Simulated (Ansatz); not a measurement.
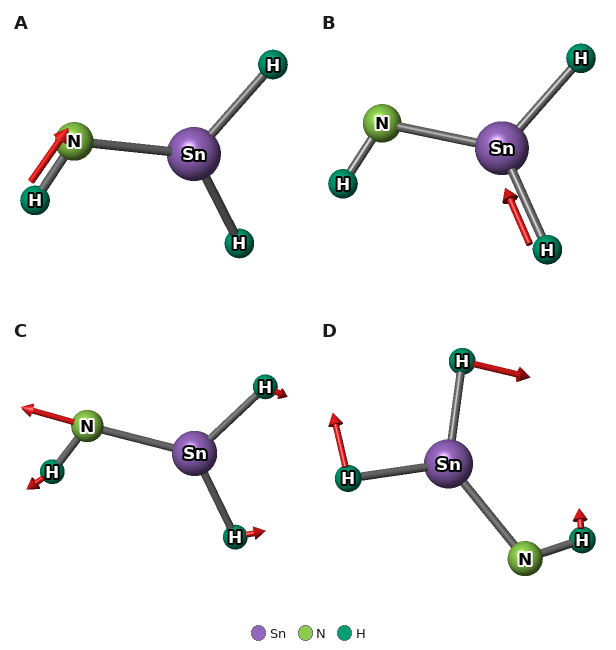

4 normal modes of one molecule or complex, as arrows. Harmonic vibrations computed with RKS PBE0-D4/def2-TZVP, core potentials on Sn (Ansatz 0.2.0) at a stationary point of the same level.

Match the panels to the wavenumbers 398 cm⁻¹, 776 cm⁻¹, 1890 cm⁻¹, 3470 cm⁻¹.

Answer. A: 3470 cm⁻¹, N–H stretching
B: 1890 cm⁻¹, Sn–H stretching
C: 776 cm⁻¹, Sn–N stretching
D: 398 cm⁻¹, H–Sn–N bending
